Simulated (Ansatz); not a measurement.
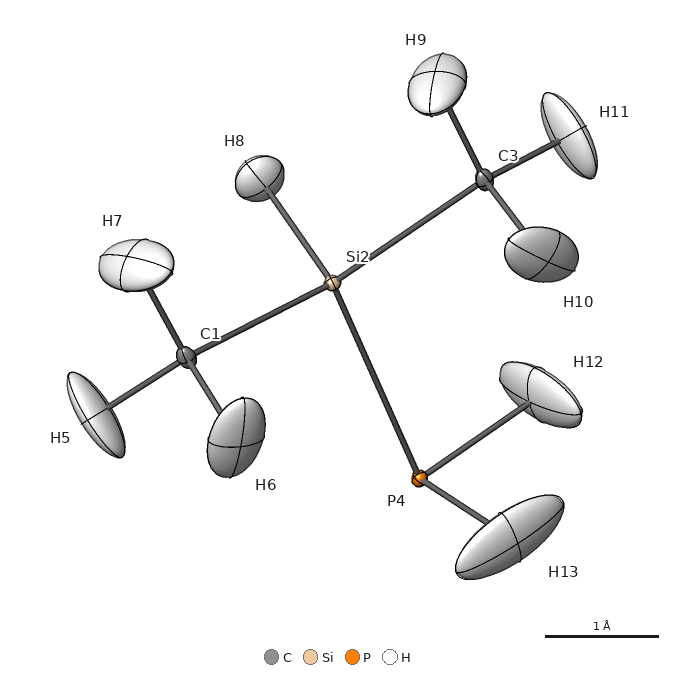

Displacement ellipsoids at the 50 % level, from the internal vibrations of the free molecule (harmonic, no overall translation or rotation; no half-axis is drawn under 0.075 Å). Vibrations computed with RKS PBE0-D4/def2-TZVP (Ansatz 0.2.0). Temperature: 200 K.

Question. Which atom has the largest mean-square displacement?

Answer. H13, with U_eq = 0.0624 Å².

Question. Does H13 move more along its bond or across it?

Answer. Across it: the root-mean-square amplitude is 0.086 Å along the bond and up to 0.383 Å across, since bending and torsion are softer than stretching.

List U_eq and the three principal root-mean-square amplitudes for each kind of atom.

| atom | U_eq (Å²) | rms amplitudes (Å) |
| --- | --- | --- |
| C1 | 0.0035 | 0.036, 0.054, 0.079 |
| Si2 | 0.0015 | 0.032, 0.039, 0.045 |
| C3 | 0.0032 | 0.035, 0.054, 0.074 |
| P4 | 0.0011 | 0.021, 0.036, 0.040 |
| H5 | 0.0385 | 0.087, 0.167, 0.283 |
| H6 | 0.0413 | 0.080, 0.170, 0.298 |
| H7 | 0.0388 | 0.099, 0.168, 0.280 |
| H8 | 0.0190 | 0.096, 0.150, 0.159 |
| H9 | 0.0372 | 0.096, 0.165, 0.274 |
| H10 | 0.0397 | 0.079, 0.168, 0.291 |
| H11 | 0.0375 | 0.088, 0.167, 0.277 |
| H12 | 0.0607 | 0.088, 0.182, 0.376 |
| H13 | 0.0624 | 0.084, 0.183, 0.383 |
